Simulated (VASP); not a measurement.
Band structure of CoGa (CsCl type). Computed with TPSS meta-GGA, VASP's PBE PAW potentials (set 64) (plane waves; VASP).

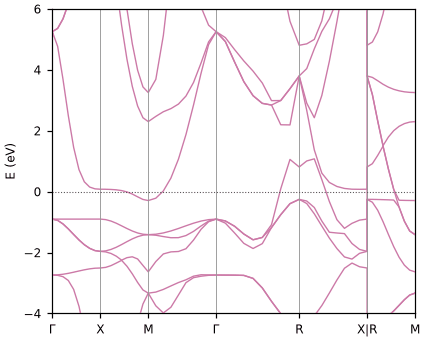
Bands along high-symmetry lines, zero at the valence-band maximum or, without a gap, the Fermi level

**Question.** Read the plot: is there a gap, and where are the band edges?

**Answer.** It has no gap at this level: it comes out as a metal or semimetal.

The compound is CoGa in the CsCl type structure. It was relaxed first. The run is not spin-polarised, so no magnetic state was tried.
